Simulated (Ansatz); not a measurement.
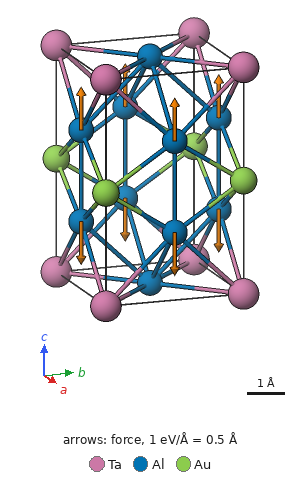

Starting geometry of solid TaAl₅Au (a generated structure, set up in P4/mmm) (coarse preliminary run) with the computed forces as orange arrows. Style: ball-and-stick. Shown: the cell of the calculation, slightly off an axis.

Level of theory: Ansatz, DFT PBE, scalar-relativistic, plane waves, PAW. (plane-wave cutoff 420 eV; k-point mesh 4 × 4 × 4; occupations gaussian; smearing width 0.1 eV; no spin polarisation; cell and atoms relaxed; force threshold 0.04 eV/Å; at most 70 steps)

**What follows when this structure is relaxed?**

It isn't relaxed: the largest force vector, on Al atoms, is 2.47 eV/Å. The atoms end up moving mostly along the starting forces (cosine between the two patterns 1.00). The largest moves relative to the cell, 0.18 Å, are those of Al atoms. Au and Ta stay in place. The volume changes by +18.5 %, with a = b 4.000 → 4.235 Å (+5.9 %), c 6.396 → 6.763 Å (+5.7 %). Among the contacts that change: Al–Al 2.584 → 3.085 Å, Al–Au 2.381 → 2.620 Å, Al–Ta 2.828 → 2.995 Å, Al–Ta 2.763 → 2.805 Å. Bond angles that change, for instance: Au–Al–Au 114.3° → 107.9°, Ta–Al–Au 169.2° → 175.1°, Ta–Al–Ta 92.8° → 98.0°. The space group stays P4/mmm (No. 123). After 4 accepted moves (6 points after the start) the energy has fallen by 304 meV per atom. The largest force component goes from 2.5 to 0.00083 eV/Å. The pressure goes from 29.38 to 0.02 GPa. The SCF was repeated twice at an unchanged geometry on a basis and grid sized afresh for the cell, which shifted the energy by 2.4 meV per atom at most.

Limits of the set-up: the k-point mesh is coarse for a cell with partly filled bands.
